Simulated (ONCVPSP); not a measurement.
Input of ONCVPSP 4.0.1:

```
# ATOM AND REFERENCE CONFIGURATION
# atsym  z   nc   nv     iexc    psfile
  In 49.00    8    3        4      upf
#
#   n    l    f
    1    0    2.00
    2    0    2.00
    2    1    6.00
    3    0    2.00
    3    1    6.00
    3    2   10.00
    4    0    2.00
    4    1    6.00
    4    2   10.00
    5    0    2.00
    5    1    0.50
#
# PSEUDOPOTENTIAL AND OPTIMIZATION
# lmax
    2
#
#   l,   rc,      ep,       ncon, nbas, qcut
    0    2.10    0.00    4    8    2.50
    1    2.80    0.00    4    8    2.60
    2    1.75    0.00    4    9    7.10
#
# LOCAL POTENTIAL
# lloc, lpopt,  rc(5),   dvloc0
    4    5    1.35    4.00
#
# VANDERBILT-KLEINMAN-BYLANDER PROJECTORs
# l, nproj, debl
    0    2    1.30
    1    2    1.90
    2    2    2.70
#
# MODEL CORE CHARGE
# icmod, fcfact, rcfact
    3    7.40    1.70
#
# LOG DERIVATIVE ANALYSIS
# epsh1, epsh2, depsh
   -2.00    5.00    0.02
#
# OUTPUT GRID
# rlmax, drl
    6.00    0.01
#
# TEST CONFIGURATIONS
# ncnf
    4
# nvcnf
#   n    l    f
    3
    4    2   10.00
    5    0    2.00
    5    1    1.00
#
    3
    4    2   10.00
    5    0    2.00
    5    1    0.00
#
    3
    4    2   10.00
    5    0    1.00
    5    1    0.00
#
    3
    4    2    9.00
    5    0    2.00
    5    1    2.00
#
```

Launched with:
```bash
oncvpsp.x < In.dat > In.out
```

Functional and relativity: PBE, scalar-relativistic.

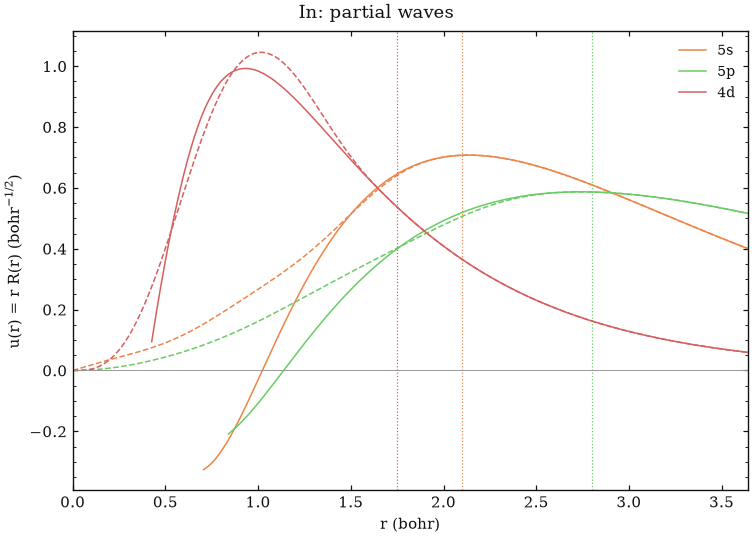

All-electron valence functions (solid) with their pseudo partners (dashed). Dotted lines mark the matching radii. The all-electron curves start outside the innermost oscillations, which aren't drawn.

Pseudo-waves: 5s has no node; 5p has no node; 4d has no node.

* Cutoffs needed: 24 Ha and 66 Ha (the cutoffs at which the residual kinetic energy of the hardest occupied pseudo-wave falls to 1 and 0.1 mHa per electron)
* Ghost test: no bound ghost flagged; GHOST(+) flagged for s at 19.5 eV, p at 83.8 eV
* Largest excitation error: -111 meV (all-electron minus pseudo) for 4d9 5s2 5p2, out of 4 test configurations
* rms error of d²Exc/dni dnj: 3.89 mHa without and 2.51 mHa with the model core
